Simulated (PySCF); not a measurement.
# SiNH3OF (SMILES N[Si](O)F) at NEVPT2(3,3)/cc-pVDZ

Aim: the vertical doublet–quartet gap of SiNH3OF at NEVPT2(3,3)/cc-pVDZ, from 2 runs. The job is set up through a Python script.

The calculation is run with PySCF 2.14.0.

4 further runs of the same task are left out: 1 that didn't finish, 3 set aside as unsound or not needed.

## (1) Starting point

The species is SiNH3OF (7 atoms), meant as a doublet with charge 0. As SMILES, `N[Si](O)F`. The coordinates come from a PBE0-D4/def2-TZVP relaxation. This is one conformer, not always the lowest.

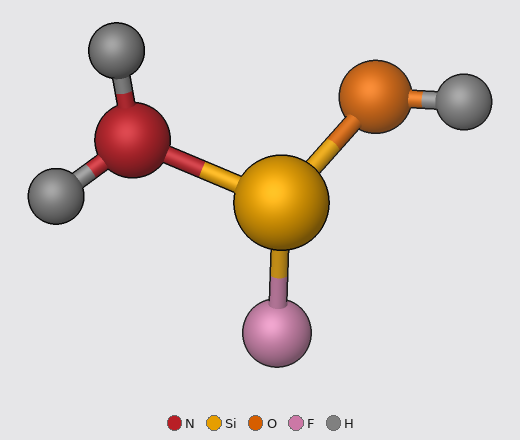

Viewed from a chosen angle; nitrogen red, silicon amber, oxygen orange, fluorine pink, hydrogen grey.

## (2) A single-point energy at NEVPT2(3,3)/cc-pVDZ

File calc.py:

```python
import numpy
from pyscf import gto, scf, mp, mcscf, mrpt

system = gto.M(
    atom='''
N     -0.880801     2.050920    -0.135682
Si     0.056692    -0.844519     0.907824
O      2.149374    -1.837948    -1.153678
F     -2.440203    -2.560768     0.940328
H      0.423299     3.359744    -0.594508
H     -2.475919     2.838747     0.541218
H      3.283210    -3.134678    -0.591862
''',
    charge=0,
    max_memory=1860,
    unit='bohr',
    verbose=3,
    basis='cc-pvdz',
    spin=1,
)

calc0 = scf.ROHF(system)
calc0.conv_tol = 1e-10
calc0.kernel()
if not calc0.converged:
    calc0 = calc0.newton().run(calc0.mo_coeff, calc0.mo_occ)

pt = mp.MP2(scf.addons.convert_to_uhf(calc0)).run()
noons, natorbs = mcscf.addons.make_natural_orbitals(pt)
print('natural occupations', numpy.round(noons[:40], 4))
cas = mcscf.CASSCF(calc0, 3, 3)
cas.fix_spin_(ss=0.75)
cas.natorb = True
cas.kernel(natorbs)
e_pt2 = mrpt.NEVPT(cas).kernel()
e_final = cas.e_tot + e_pt2
print(f'total energy: {e_final:.8f} hartree')
```

Launch:

```console
$ OMP_NUM_THREADS=1 python calc.py
```

Log:

```text
converged SCF energy = -519.525845850625
E(UMP2) = -520.161106852223  E_corr = -0.635261001597748
E(SCS-UMP2) = -520.140856208771  E_corr = -0.615010358145856
natural occupations [2.     1.9999 1.9999 1.9999 1.9998 1.9996 1.9995 1.9995 1.9898 1.9866
 1.9835 1.9753 1.9748 1.9734 1.9688 1.9681 1.9666 1.9664 1.9643 1.9629
 1.0003 0.0311 0.0261 0.0245 0.0219 0.0197 0.0185 0.0179 0.0177 0.0158
 0.0142 0.0104 0.009  0.0075 0.0071 0.0069 0.0062 0.006  0.0055 0.0053]
CASSCF energy = -519.541573788226
CASCI E = -519.541573788226  E(CI) = -3.29653186857149  S^2 = 0.7500000
Sr    (-1)',   E = -0.00084873283829
Si    (+1)',   E = -0.00053820356678
Sijrs (0)  ,   E = -0.49589637305357
Sijr  (+1) ,   E = -0.02026352338197
Srsi  (-1) ,   E = -0.04645358187252
Srs   (-2) ,   E = -0.00645700383777
Sij   (+2) ,   E = -0.00059994006533
Sir   (0)' ,   E = -0.04418478999311
Nevpt2 Energy = -0.615242148609324
total energy: -520.15681594 hartree
```

It took 32 s on 1 thread of Arm Neoverse V1, shared host; peak memory 0.23 GiB.

## (3) The quartet at the same level

File job.py:

```python
import numpy
from pyscf import gto, scf, mp, mcscf, mrpt

mol = gto.M(
    atom='''
N   -0.466100   1.085300  -0.071800
Si   0.030000  -0.446900   0.480400
O    1.137400  -0.972600  -0.610500
F   -1.291300  -1.355100   0.497600
H    0.224000   1.777900  -0.314600
H   -1.310200   1.502200   0.286400
H    1.737400  -1.658800  -0.313200
''',
    max_memory=1860,
    spin=3,
    charge=0,
    verbose=4,
    basis='cc-pvdz',
)

myscf = scf.ROHF(mol)
myscf.conv_tol = 1e-10
myscf.kernel()
if not myscf.converged:
    myscf = myscf.newton().run(myscf.mo_coeff, myscf.mo_occ)

pt = mp.MP2(scf.addons.convert_to_uhf(myscf)).run()
noons, natorbs = mcscf.addons.make_natural_orbitals(pt)
print('natural occupations', numpy.round(noons[:40], 4))
cas = mcscf.CASSCF(myscf, 3, 3)
cas.fix_spin_(ss=3.75)
cas.natorb = True
cas.kernel(natorbs)
e_pt2 = mrpt.NEVPT(cas).kernel()
e_final = cas.e_tot + e_pt2
print(f'total energy: {e_final:.8f} hartree')
```

Launch:

```console
$ OMP_NUM_THREADS=1 python job.py
```

Log:

```text
PySCF version 2.14.0

[... 79 lines left out ...]
converged SCF energy = -519.269050294931
[... 34 lines left out ...]
sorting_mo_energy = False
[... 18 lines left out ...]
1-step CASSCF converged in   2 macro ( 17 JK   5 micro) steps
[... 2 lines left out ...]
Natural orbital (expansion on meta-Lowdin AOs) in CAS space
[... 11 lines left out ...]
CASSCF energy = -519.269050293992
[... 2 lines left out ...]
******** <class 'pyscf.mrpt.nevpt2.NEVPT'> ********
NEVPT2 (3e+0e, 3o), ncore = 19, nvir = 53
root = 0
Natural occ [1. 1. 1.]
Natural orbital (expansion on meta-Lowdin AOs) in CAS space
               #1        #2        #3
0 N 1s          -0.00016  -0.00003  -0.00061
0 N 2s          -0.06869   0.46021  -0.04569
0 N 3s           0.00265   0.12976   0.01158
[... 71 lines of this table left out ...]
6 H 2pz         -0.00581   0.00218   0.00106
<CAS-nat-orb|mo-hf>  20     20       0.53986071
<CAS-nat-orb|mo-hf>  20     21       0.83213061
<CAS-nat-orb|mo-hf>  21     22       0.98560640
<CAS-nat-orb|mo-hf>  22     20       0.82580433
<CAS-nat-orb|mo-hf>  22     21      -0.55278951
Sr    (-1)',   E = -0.00000000030521
Si    (+1)',   E = -0.00000000002444
Sijrs (0)  ,   E = -0.49524256360657
Sijr  (+1) ,   E = -0.02902150568052
Srsi  (-1) ,   E = -0.06809506400137
Srs   (-2) ,   E = -0.00312279429303
Sij   (+2) ,   E = -0.00014150693332
Sir   (0)' ,   E = -0.01552303809909
Nevpt2 Energy = -0.611146472943563
total energy: -519.88019677 hartree
```

Run time: 5.1 s. Hardware: 1 thread of Arm Neoverse V1, shared host; peak memory 0.23 GiB.

## (4) Results

Level: NEVPT2(3,3)/cc-pVDZ.

```
                                        quantity          value
                           doublet: total energy  -520.15682 Eh
   doublet: dipole moment (Hartree–Fock density)         2.54 D
                           quartet: total energy  -519.88020 Eh
   quartet: dipole moment (Hartree–Fock density)         3.31 D
vertical energy of the quartet above the doublet       7.527 eV
```

**Reading.** At this shape the quartet lies 7.53 eV (726 kJ/mol) above the doublet. Mulliken charges (doublet) of the mean-field density run from -0.48 on O3 to +0.89 on Si2; they depend strongly on the basis.
